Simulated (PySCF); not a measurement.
# C2H5FOSi: NMR shifts at several levels of theory

Aim: compute the NMR shifts of C2H5FOSi (`CC(=O)[SiH2]F`) at several levels, and see how far they spread and what each costs.

The runs use PySCF 2.14.0, with density-fitted response routines of our own; the level of theory stands in each step. All values are computed, except where a source is named. Atoms count from 0, in the outputs and in this text.

## Step 1: Starting geometry

10 atoms, charge 0, multiplicity 1; geometry from: PBE0-D3(BJ)/def2-SVP.

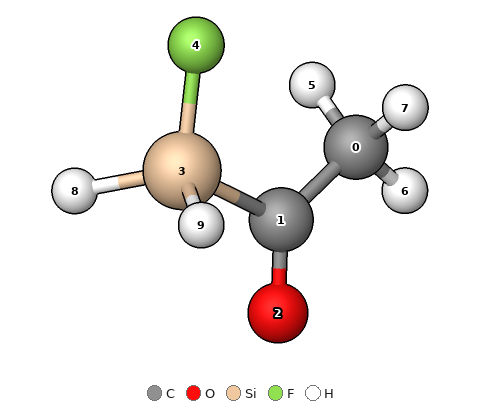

The starting geometry (carbon grey, oxygen red, silicon light orange, fluorine green, hydrogen white), atoms numbered; sticks join atoms by distance.

## Step 2: NMR shieldings: PBE0/pcSseg-2

What the job is given:

```
{"job": {"kind": "nmr", "xc": "PBE0", "basis": "pcSseg-2", "pop": false}, "charge": 0, "multiplicity": 1}
C     -1.483182     0.090024     0.149207
C     -0.238561    -0.061760    -0.673466
O     -0.246818    -0.193275    -1.878570
Si     1.512484    -0.066037     0.121798
F      1.397083     0.158523     1.732371
H     -1.526838    -0.704351     0.912537
H     -2.373704     0.051000    -0.493612
H     -1.451599     1.044564     0.700087
H      2.150665    -1.385170    -0.133968
H      2.308488     1.046435    -0.461084
```

Level: GIAO PBE0/pcSseg-2 NMR shielding, non-relativistic, gas phase.

Started as:

```console
$ OMP_NUM_THREADS=1 python probes_run.py task.json out
```

The driver reads the jobs from task.json and runs them one after another.

What it wrote:

```text
coarse grid: 9072 points
cycle   1  E = -543.3987535290  dE =  4.158e-01  |g| = 9.139e-01  |ddm| = 2.226e+00
cycle   2  E = -542.8529292188  dE =  5.458e-01  |g| = 1.914e+00  |ddm| = 2.592e+00
cycle   3  E = -543.5417701127  dE = -6.888e-01  |g| = 2.382e-01  |ddm| = 2.160e+00
cycle   4  E = -543.5512884581  dE = -9.518e-03  |g| = 9.671e-02  |ddm| = 1.835e-01
cycle   5  E = -543.5527066248  dE = -1.418e-03  |g| = 2.042e-02  |ddm| = 5.931e-02
cycle   6  E = -543.5527840612  dE = -7.744e-05  |g| = 6.051e-03  |ddm| = 1.448e-02
cycle   7  E = -543.5527917482  dE = -7.687e-06  |g| = 1.176e-03  |ddm| = 6.358e-03
final grid: 84016 points
cycle   8  E = -543.5524197052  dE = -4.176e-05  |g| = 1.034e-02  |ddm| = 3.037e-02
cycle   9  E = -543.5523544035  dE =  6.530e-05  |g| = 2.131e-02  |ddm| = 1.769e-02
cycle  10  E = -543.5524392744  dE = -8.487e-05  |g| = 1.559e-03  |ddm| = 1.310e-02
cycle  11  E = -543.5524397898  dE = -5.153e-07  |g| = 2.253e-04  |ddm| = 1.361e-03
cycle  12  E = -543.5524397994  dE = -9.636e-09  |g| = 8.139e-05  |ddm| = 1.750e-04
cycle  13  E = -543.5524398002  dE = -8.464e-10  |g| = 3.313e-05  |ddm| = 5.868e-05
cycle  14  E = -543.5524398004  dE = -1.701e-10  |g| = 2.569e-06  |ddm| = 1.675e-05
converged SCF energy = -543.5524398004

GIAO shielding tensors (ppm)
atom      isotropic    diamagn.    paramagn.     s11        s22        s33       span
  0 C      143.273     246.602    -103.329    105.026    137.870    186.923     81.897
  1 C      -68.200     250.332    -318.532   -176.522   -122.226     94.149    270.671
  2 O     -490.263     393.992    -884.254  -1337.479   -505.015    371.707   1709.186
  3 Si     380.944     876.361    -495.417    311.612    360.431    470.791    159.179
  4 F      385.537     468.646     -83.109    359.788    390.867    405.956     46.167
  5 H       28.558      29.943      -1.385     25.844     28.971     30.859      5.016
  6 H       28.918      28.920      -0.001     26.845     26.932     32.978      6.134
  7 H       28.584      29.899      -1.315     25.868     28.939     30.946      5.078
  8 H       26.410      28.668      -2.258     23.555     25.377     30.297      6.742
  9 H       26.419      28.676      -2.258     23.530     25.393     30.333      6.803
```

Wall time 21 s (1 thread of Arm Neoverse V2, shared host); peak memory 0.99 GiB.

Shifts follow as δ = σ(reference) − σ, with reference shieldings (ppm) from runs at the same level and on the same kind of geometry: 1H TMS 31.25, 13C TMS 184.1, 29Si TMS 341.3, 19F CFCl3 175.8, 17O H2O 328.2. The references are single molecules in the gas phase, so shifts against H2O, NH3, PH3, H3PO4 or CFCl3 are not on the usual liquid scales and can be off by tens of ppm. Atoms listed in one row are averaged.

```csv
atoms,environment,σ (ppm),δ (ppm)
C1,carbonyl carbon,-68.2,252.3
C0,methyl carbon α to a carbonyl,143.3,40.9
"H8, H9","hydrogen on a silicon bonded to C, F",26.41,4.83
"H5, H6, H7",hydrogen on a methyl carbon α to a carbonyl,28.69,2.56
O2,carbonyl oxygen,-490.3,818.4
Si3,"silicon bonded to C, F, 2 H",380.9,-39.7
F4,fluorine bonded to Si,385.5,-209.7
```

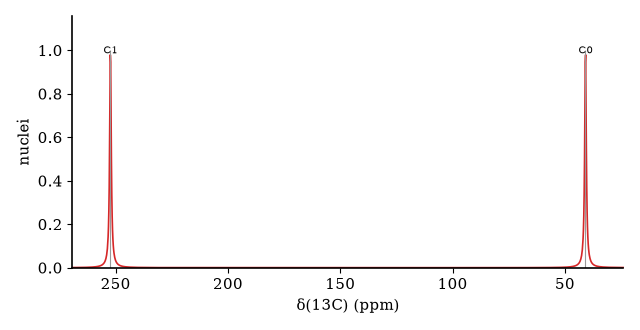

13C lines at the computed shifts, without couplings. Lines are broadened to a width of 0.85 ppm (Lorentzian).

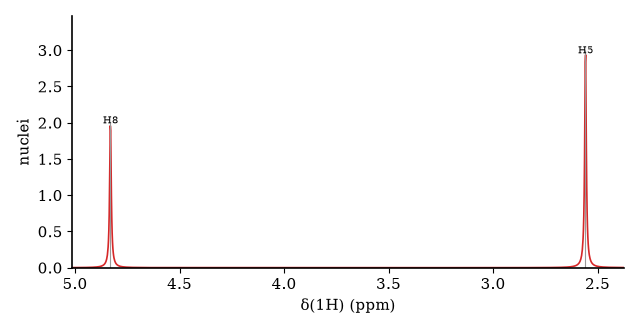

1H lines at the computed shifts, without couplings. Lines are broadened to a width of 0.01 ppm (Lorentzian).

## Step 3: NMR shieldings: mPW1PW91/pcSseg-2

The job, as its differences from that of step 2:

```diff
@@ -1,2 +1,2 @@
-{"job": {"kind": "nmr", "xc": "PBE0", "basis": "pcSseg-2", "pop": false}, "charge": 0, "multiplicity": 1}
+{"job": {"kind": "nmr", "xc": "mPW1PW91", "basis": "pcSseg-2", "pop": false}, "charge": 0, "multiplicity": 1}
 C     -1.483182     0.090024     0.149207
```

Method: GIAO mPW1PW91/pcSseg-2 NMR shielding, non-relativistic, gas phase.

What it wrote:

```text
coarse grid: 9072 points
cycle   1  E = -543.7346184220  dE =  4.192e-01  |g| = 9.370e-01  |ddm| = 2.221e+00
cycle   2  E = -543.1623501113  dE =  5.723e-01  |g| = 1.957e+00  |ddm| = 2.708e+00
cycle   3  E = -543.8839080317  dE = -7.216e-01  |g| = 2.440e-01  |ddm| = 2.280e+00
cycle   4  E = -543.8938546163  dE = -9.947e-03  |g| = 1.015e-01  |ddm| = 1.883e-01
cycle   5  E = -543.8954125356  dE = -1.558e-03  |g| = 2.078e-02  |ddm| = 6.146e-02
cycle   6  E = -543.8954935000  dE = -8.096e-05  |g| = 6.260e-03  |ddm| = 1.476e-02
cycle   7  E = -543.8955017576  dE = -8.258e-06  |g| = 1.210e-03  |ddm| = 6.646e-03
final grid: 84016 points
cycle   8  E = -543.8943117789  dE = -4.277e-05  |g| = 7.221e-03  |ddm| = 2.932e-02
cycle   9  E = -543.8942821430  dE =  2.964e-05  |g| = 1.448e-02  |ddm| = 1.150e-02
cycle  10  E = -543.8943213732  dE = -3.923e-05  |g| = 1.320e-03  |ddm| = 8.816e-03
cycle  11  E = -543.8943217325  dE = -3.592e-07  |g| = 1.886e-04  |ddm| = 1.115e-03
cycle  12  E = -543.8943217382  dE = -5.679e-09  |g| = 9.483e-05  |ddm| = 1.509e-04
cycle  13  E = -543.8943217395  dE = -1.358e-09  |g| = 1.965e-05  |ddm| = 6.005e-05
cycle  14  E = -543.8943217396  dE = -6.582e-11  |g| = 2.568e-06  |ddm| = 1.353e-05
converged SCF energy = -543.8943217396

GIAO shielding tensors (ppm)
atom      isotropic    diamagn.    paramagn.     s11        s22        s33       span
  0 C      142.758     246.836    -104.078    104.885    137.374    186.015     81.129
  1 C      -68.830     250.277    -319.107   -177.002   -123.173     93.684    270.686
  2 O     -490.763     393.910    -884.673  -1337.342   -507.620    372.673   1710.015
  3 Si     380.373     876.503    -496.130    312.014    360.308    468.798    156.784
  4 F      385.564     468.720     -83.156    360.091    391.119    405.482     45.391
  5 H       28.614      29.955      -1.341     25.909     29.033     30.900      4.991
  6 H       28.972      28.932       0.039     26.883     27.019     33.013      6.129
  7 H       28.640      29.910      -1.270     25.933     29.000     30.986      5.053
  8 H       26.491      28.737      -2.246     23.643     25.453     30.377      6.734
  9 H       26.499      28.745      -2.245     23.618     25.468     30.412      6.795
```

Run time: 21 s. Hardware: 1 thread of Arm Neoverse V2, shared host; peak memory 0.99 GiB.

Key values: δ C1 252.4, C0 40.8, O2 817.9, Si3 -40.4, H8 4.80, H5 2.55 ppm (means over like atoms).

## Step 4: Nuclear shieldings: WP04/pcSseg-2

The job, as its differences from that of step 3:

```diff
@@ -1,2 +1,2 @@
-{"job": {"kind": "nmr", "xc": "mPW1PW91", "basis": "pcSseg-2", "pop": false}, "charge": 0, "multiplicity": 1}
+{"job": {"kind": "nmr", "xc": "WP04", "basis": "pcSseg-2", "pop": false}, "charge": 0, "multiplicity": 1}
 C     -1.483182     0.090024     0.149207
```

With the program's defaults for keys left out, this is: GIAO WP04/pcSseg-2 NMR shielding, non-relativistic, gas phase.

What it wrote:

```text
coarse grid: 9072 points
cycle   1  E = -552.0127681053  dE =  4.634e-01  |g| = 1.361e+00  |ddm| = 2.197e+00
cycle   2  E = -550.3031233036  dE =  1.710e+00  |g| = 3.074e+00  |ddm| = 4.567e+00
cycle   3  E = -552.2628324337  dE = -1.960e+00  |g| = 5.480e-01  |ddm| = 4.320e+00
cycle   4  E = -552.3137091639  dE = -5.088e-02  |g| = 2.626e-01  |ddm| = 4.427e-01
cycle   5  E = -552.3243328726  dE = -1.062e-02  |g| = 4.992e-02  |ddm| = 1.264e-01
cycle   6  E = -552.3247619447  dE = -4.291e-04  |g| = 1.751e-02  |ddm| = 3.591e-02
cycle   7  E = -552.3248250195  dE = -6.307e-05  |g| = 4.638e-03  |ddm| = 1.288e-02
cycle   8  E = -552.3248291715  dE = -4.152e-06  |g| = 7.904e-04  |ddm| = 3.526e-03
final grid: 84016 points
cycle   9  E = -552.3244472411  dE = -7.885e-05  |g| = 6.751e-03  |ddm| = 4.362e-02
cycle  10  E = -552.3244178477  dE =  2.939e-05  |g| = 1.391e-02  |ddm| = 1.057e-02
cycle  11  E = -552.3244549747  dE = -3.713e-05  |g| = 2.560e-03  |ddm| = 8.163e-03
cycle  12  E = -552.3244561847  dE = -1.210e-06  |g| = 3.974e-04  |ddm| = 1.785e-03
cycle  13  E = -552.3244562175  dE = -3.278e-08  |g| = 1.290e-04  |ddm| = 3.243e-04
cycle  14  E = -552.3244562196  dE = -2.111e-09  |g| = 5.501e-05  |ddm| = 9.507e-05
cycle  15  E = -552.3244562200  dE = -4.642e-10  |g| = 8.227e-06  |ddm| = 2.659e-05
converged SCF energy = -552.3244562200

GIAO shielding tensors (ppm)
atom      isotropic    diamagn.    paramagn.     s11        s22        s33       span
  0 C      132.414     245.364    -112.950     98.192    126.323    172.726     74.534
  1 C      -80.720     251.647    -332.367   -187.949   -136.438     82.227    270.175
  2 O     -457.089     394.221    -851.311  -1235.927   -500.900    365.559   1601.486
  3 Si     378.598     878.336    -499.738    321.727    366.487    447.580    125.853
  4 F      385.450     472.304     -86.854    359.214    388.040    409.096     49.882
  5 H       29.012      30.407      -1.395     26.479     29.456     31.102      4.623
  6 H       29.351      29.232       0.119     27.238     27.709     33.107      5.869
  7 H       29.032      30.359      -1.327     26.498     29.423     31.176      4.678
  8 H       27.402      29.286      -1.885     24.620     26.298     31.287      6.667
  9 H       27.408      29.282      -1.875     24.594     26.312     31.317      6.723
```

Run time: 21 s. Hardware: 1 thread of Arm Neoverse V2, shared host; peak memory 0.99 GiB.

This run: δ C1 252.8, C0 39.7, O2 771.1, Si3 -50.6, H8 4.21, H5 2.48 ppm (means over like atoms).

## Step 5: Nuclear shieldings: B97-2/pcSseg-2

The job, as its differences from that of step 4:

```diff
@@ -1,2 +1,2 @@
-{"job": {"kind": "nmr", "xc": "WP04", "basis": "pcSseg-2", "pop": false}, "charge": 0, "multiplicity": 1}
+{"job": {"kind": "nmr", "xc": "B97-2", "basis": "pcSseg-2", "pop": false}, "charge": 0, "multiplicity": 1}
 C     -1.483182     0.090024     0.149207
```

Level: GIAO B97-2/pcSseg-2 NMR shielding, non-relativistic, gas phase.

What it wrote:

```text
coarse grid: 9072 points
cycle   1  E = -543.7083480765  dE =  4.142e-01  |g| = 9.585e-01  |ddm| = 2.230e+00
cycle   2  E = -543.0449387817  dE =  6.634e-01  |g| = 2.061e+00  |ddm| = 2.930e+00
cycle   3  E = -543.8624111554  dE = -8.175e-01  |g| = 2.684e-01  |ddm| = 2.518e+00
cycle   4  E = -543.8746545292  dE = -1.224e-02  |g| = 1.126e-01  |ddm| = 2.156e-01
cycle   5  E = -543.8765940538  dE = -1.940e-03  |g| = 2.269e-02  |ddm| = 6.680e-02
cycle   6  E = -543.8766928245  dE = -9.877e-05  |g| = 6.893e-03  |ddm| = 1.617e-02
cycle   7  E = -543.8767030951  dE = -1.027e-05  |g| = 1.227e-03  |ddm| = 7.210e-03
cycle   8  E = -543.8767034088  dE = -3.137e-07  |g| = 2.505e-04  |ddm| = 1.585e-03
final grid: 84016 points
cycle   9  E = -543.8748246377  dE = -6.586e-05  |g| = 9.234e-03  |ddm| = 3.708e-02
cycle  10  E = -543.8748074601  dE =  1.718e-05  |g| = 1.385e-02  |ddm| = 1.037e-02
cycle  11  E = -543.8748352174  dE = -2.776e-05  |g| = 1.557e-03  |ddm| = 7.242e-03
cycle  12  E = -543.8748354556  dE = -2.382e-07  |g| = 1.022e-03  |ddm| = 1.649e-03
cycle  13  E = -543.8748356402  dE = -1.846e-07  |g| = 6.303e-05  |ddm| = 5.990e-04
cycle  14  E = -543.8748356408  dE = -5.075e-10  |g| = 3.112e-05  |ddm| = 6.225e-05
converged SCF energy = -543.8748356408

GIAO shielding tensors (ppm)
atom      isotropic    diamagn.    paramagn.     s11        s22        s33       span
  0 C      143.468     246.863    -103.394    107.138    137.754    185.513     78.375
  1 C      -63.387     250.883    -314.270   -167.386   -116.841     94.065    261.452
  2 O     -465.026     394.371    -859.398  -1278.151   -487.553    370.625   1648.776
  3 Si     389.713     876.644    -486.931    324.049    370.327    474.761    150.712
  4 F      386.305     469.160     -82.855    361.150    391.718    406.047     44.897
  5 H       28.692      30.056      -1.364     26.030     29.097     30.949      4.919
  6 H       29.059      28.895       0.165     26.998     27.114     33.065      6.067
  7 H       28.716      30.010      -1.294     26.053     29.064     31.032      4.979
  8 H       26.626      28.904      -2.277     23.788     25.583     30.509      6.721
  9 H       26.635      28.910      -2.275     23.763     25.599     30.543      6.780
```

Run time: 21 s. Hardware: 1 thread of Arm Neoverse V2, shared host; peak memory 1.1 GiB.

In short: δ C1 246.8, C0 40.0, O2 791.3, Si3 -42.1, H8 4.73, H5 2.54 ppm (means over like atoms).

## Step 6: Nuclear shieldings: BHandHLYP/pcSseg-2

The job, as its differences from that of step 5:

```diff
@@ -1,2 +1,2 @@
-{"job": {"kind": "nmr", "xc": "B97-2", "basis": "pcSseg-2", "pop": false}, "charge": 0, "multiplicity": 1}
+{"job": {"kind": "nmr", "xc": "BHandHLYP", "basis": "pcSseg-2", "pop": false}, "charge": 0, "multiplicity": 1}
 C     -1.483182     0.090024     0.149207
```

Method: GIAO BHandHLYP/pcSseg-2 NMR shielding, non-relativistic, gas phase.

What it wrote:

```text
coarse grid: 9072 points
cycle   1  E = -543.6663304375  dE =  4.346e-01  |g| = 9.054e-01  |ddm| = 2.189e+00
cycle   2  E = -543.4637303989  dE =  2.026e-01  |g| = 1.424e+00  |ddm| = 1.624e+00
cycle   3  E = -543.8213962063  dE = -3.577e-01  |g| = 1.280e-01  |ddm| = 1.150e+00
cycle   4  E = -543.8237651027  dE = -2.369e-03  |g| = 7.228e-02  |ddm| = 9.314e-02
cycle   5  E = -543.8246203739  dE = -8.553e-04  |g| = 1.009e-02  |ddm| = 4.983e-02
cycle   6  E = -543.8246454947  dE = -2.512e-05  |g| = 3.913e-03  |ddm| = 1.147e-02
cycle   7  E = -543.8246498682  dE = -4.373e-06  |g| = 1.222e-03  |ddm| = 6.653e-03
final grid: 84016 points
cycle   8  E = -543.8249080238  dE = -1.915e-05  |g| = 2.595e-03  |ddm| = 1.879e-02
cycle   9  E = -543.8249077667  dE =  2.571e-07  |g| = 2.919e-03  |ddm| = 2.811e-03
cycle  10  E = -543.8249094019  dE = -1.635e-06  |g| = 5.942e-04  |ddm| = 1.819e-03
cycle  11  E = -543.8249094625  dE = -6.067e-08  |g| = 1.705e-04  |ddm| = 3.678e-04
cycle  12  E = -543.8249094688  dE = -6.240e-09  |g| = 4.145e-05  |ddm| = 2.223e-04
cycle  13  E = -543.8249094691  dE = -3.660e-10  |g| = 1.915e-05  |ddm| = 5.013e-05
converged SCF energy = -543.8249094691

GIAO shielding tensors (ppm)
atom      isotropic    diamagn.    paramagn.     s11        s22        s33       span
  0 C      145.089     243.212     -98.123    109.673    138.602    186.991     77.318
  1 C      -68.696     250.170    -318.865   -176.974   -129.298    100.186    277.160
  2 O     -493.055     393.837    -886.892  -1332.751   -528.325    381.911   1714.662
  3 Si     389.428     874.997    -485.570    327.216    372.822    468.244    141.028
  4 F      392.196     469.437     -77.242    368.242    398.014    410.331     42.088
  5 H       28.841      29.900      -1.059     26.049     29.216     31.259      5.210
  6 H       29.104      28.974       0.129     26.763     27.301     33.246      6.483
  7 H       28.866      29.856      -0.990     26.072     29.188     31.339      5.267
  8 H       26.837      28.676      -1.839     23.951     25.767     30.792      6.841
  9 H       26.841      28.684      -1.843     23.922     25.780     30.823      6.901
```

Wall time 20 s (1 thread of Arm Neoverse V2, shared host); peak memory 0.99 GiB.

This run: δ C1 253.0, C0 39.2, O2 819.7, Si3 -43.7, H8 4.61, H5 2.51 ppm (means over like atoms).

## Step 7: Nuclear shieldings: CAM-B3LYP/pcSseg-2

The job, as its differences from that of step 6:

```diff
@@ -1,2 +1,2 @@
-{"job": {"kind": "nmr", "xc": "BHandHLYP", "basis": "pcSseg-2", "pop": false}, "charge": 0, "multiplicity": 1}
+{"job": {"kind": "nmr", "xc": "CAM-B3LYP", "basis": "pcSseg-2", "pop": false}, "charge": 0, "multiplicity": 1}
 C     -1.483182     0.090024     0.149207
```

With the program's defaults for keys left out, this is: GIAO CAM-B3LYP/pcSseg-2 NMR shielding, non-relativistic, gas phase.

What it wrote:

```text
coarse grid: 9072 points
cycle   1  E = -543.6924251240  dE =  4.437e-01  |g| = 9.782e-01  |ddm| = 2.188e+00
cycle   2  E = -543.3657846789  dE =  3.266e-01  |g| = 1.702e+00  |ddm| = 1.984e+00
cycle   3  E = -543.8672757933  dE = -5.015e-01  |g| = 1.428e-01  |ddm| = 1.434e+00
cycle   4  E = -543.8699511586  dE = -2.675e-03  |g| = 8.438e-02  |ddm| = 1.050e-01
cycle   5  E = -543.8710526389  dE = -1.101e-03  |g| = 1.387e-02  |ddm| = 5.225e-02
cycle   6  E = -543.8710920261  dE = -3.939e-05  |g| = 4.920e-03  |ddm| = 1.262e-02
cycle   7  E = -543.8710982330  dE = -6.207e-06  |g| = 1.219e-03  |ddm| = 7.374e-03
final grid: 84016 points
cycle   8  E = -543.8712152120  dE = -3.237e-05  |g| = 3.259e-03  |ddm| = 1.979e-02
cycle   9  E = -543.8712144614  dE =  7.506e-07  |g| = 3.841e-03  |ddm| = 3.515e-03
cycle  10  E = -543.8712172300  dE = -2.769e-06  |g| = 9.053e-04  |ddm| = 2.404e-03
cycle  11  E = -543.8712173621  dE = -1.321e-07  |g| = 1.997e-04  |ddm| = 5.370e-04
cycle  12  E = -543.8712173707  dE = -8.519e-09  |g| = 4.663e-05  |ddm| = 2.722e-04
cycle  13  E = -543.8712173710  dE = -3.946e-10  |g| = 1.946e-05  |ddm| = 6.014e-05
converged SCF energy = -543.8712173710

GIAO shielding tensors (ppm)
atom      isotropic    diamagn.    paramagn.     s11        s22        s33       span
  0 C      141.948     243.297    -101.349    104.424    134.926    186.495     82.071
  1 C      -74.607     249.327    -323.934   -188.973   -129.283     94.435    283.409
  2 O     -487.692     393.484    -881.176  -1331.011   -507.074    375.010   1706.020
  3 Si     370.267     875.630    -505.363    300.278    350.856    459.667    159.389
  4 F      385.460     469.079     -83.620    359.440    391.255    405.684     46.244
  5 H       28.681      29.911      -1.230     25.979     29.123     30.942      4.963
  6 H       29.018      29.342      -0.324     26.867     27.144     33.045      6.178
  7 H       28.708      29.871      -1.164     26.003     29.094     31.026      5.023
  8 H       26.579      28.523      -1.944     23.741     25.536     30.461      6.720
  9 H       26.586      28.534      -1.948     23.713     25.551     30.493      6.780
```

Wall time 26 s (1 thread of Arm Neoverse V2, shared host); peak memory 1.1 GiB.

In short: δ C1 257.2, C0 40.6, O2 817.5, Si3 -41.3, H8 4.75, H5 2.53 ppm (means over like atoms).

## Step 8: Shielding tensors: wB97X-D/pcSseg-2

The job, as its differences from that of step 7:

```diff
@@ -1,2 +1,2 @@
-{"job": {"kind": "nmr", "xc": "CAM-B3LYP", "basis": "pcSseg-2", "pop": false}, "charge": 0, "multiplicity": 1}
+{"job": {"kind": "nmr", "xc": "wB97X-D", "basis": "pcSseg-2", "pop": false}, "charge": 0, "multiplicity": 1}
 C     -1.483182     0.090024     0.149207
```

Level: GIAO wB97X-D/pcSseg-2 NMR shielding, non-relativistic, gas phase.

What it wrote:

```text
coarse grid: 9072 points
cycle   1  E = -543.6810053596  dE =  4.483e-01  |g| = 9.847e-01  |ddm| = 2.192e+00
cycle   2  E = -543.4467212981  dE =  2.343e-01  |g| = 1.563e+00  |ddm| = 1.650e+00
cycle   3  E = -543.8626970736  dE = -4.160e-01  |g| = 1.197e-01  |ddm| = 1.107e+00
cycle   4  E = -543.8645837556  dE = -1.887e-03  |g| = 7.478e-02  |ddm| = 8.427e-02
cycle   5  E = -543.8654636166  dE = -8.799e-04  |g| = 1.200e-02  |ddm| = 4.867e-02
cycle   6  E = -543.8655025302  dE = -3.891e-05  |g| = 4.349e-03  |ddm| = 1.501e-02
cycle   7  E = -543.8655087612  dE = -6.231e-06  |g| = 1.157e-03  |ddm| = 7.951e-03
final grid: 84016 points
cycle   8  E = -543.8666994274  dE = -1.245e-04  |g| = 8.029e-03  |ddm| = 3.926e-02
cycle   9  E = -543.8666989734  dE =  4.540e-07  |g| = 8.867e-03  |ddm| = 8.584e-03
cycle  10  E = -543.8667096963  dE = -1.072e-05  |g| = 7.803e-04  |ddm| = 3.516e-03
cycle  11  E = -543.8667097960  dE = -9.963e-08  |g| = 4.011e-04  |ddm| = 9.042e-04
cycle  12  E = -543.8667098317  dE = -3.572e-08  |g| = 1.963e-04  |ddm| = 3.037e-04
cycle  13  E = -543.8667098389  dE = -7.274e-09  |g| = 3.751e-05  |ddm| = 2.027e-04
cycle  14  E = -543.8667098399  dE = -9.603e-10  |g| = 1.425e-05  |ddm| = 1.183e-04
converged SCF energy = -543.8667098399

GIAO shielding tensors (ppm)
atom      isotropic    diamagn.    paramagn.     s11        s22        s33       span
  0 C      143.458     246.005    -102.547    105.733    137.650    186.992     81.259
  1 C      -69.804     250.680    -320.484   -181.299   -124.184     96.071    277.370
  2 O     -494.078     393.589    -887.667  -1350.729   -509.684    378.180   1728.909
  3 Si     380.789     876.117    -495.329    312.873    361.047    468.447    155.573
  4 F      387.252     468.274     -81.022    362.236    393.271    406.250     44.013
  5 H       28.694      29.907      -1.213     25.952     29.134     30.996      5.045
  6 H       29.030      28.945       0.085     26.844     27.135     33.112      6.268
  7 H       28.721      29.860      -1.138     25.976     29.103     31.084      5.108
  8 H       26.588      28.663      -2.075     23.737     25.533     30.495      6.758
  9 H       26.596      28.671      -2.076     23.709     25.548     30.529      6.820
```

Wall time 26 s (1 thread of Arm Neoverse V2, shared host); peak memory 1.1 GiB.

This run: δ C1 254.2, C0 41.0, O2 820.9, Si3 -40.1, H8 4.76, H5 2.54 ppm (means over like atoms).

[end of part 1 of 2]
